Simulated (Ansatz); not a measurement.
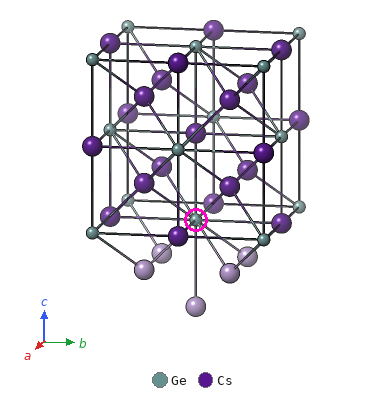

This ball-and-stick model is shown slightly off an axis. Thin lines show the drawn cell (a repeat of the simulation cell), with boundary atoms drawn in all their periodic places. The neighbours of the ringed atom that lie outside the box are added in fainter colours.

Lattice: a = 9.314 Å, b = 9.314 Å, c = 9.404 Å, α = 90.00°, β = 90.00°, γ = 90.00°.

The composition is Cs$_{3}$Ge.

Question: What structure would it have without the distortion?

Answer: Strictly the space group is I4/mmm (No. 139, within 0.01 Å). It is a distorted form of a face-centred cubic structure, space group Fm-3m (No. 225) within 0.25 Å: D0₃ (BiF₃ or Fe₃Al type).

Question: What is the environment of the ringed atom?

Answer: It is a germanium atom, bonded to 14 Cs at about 4.0 to 4.7 Å.

The structure comes from a textbook structure type filled with these elements (whether it is the usual form wasn't checked). Atoms and cell were optimised with DFT PBE, scalar-relativistic, plane waves, PAW (Ansatz 0.2.0).
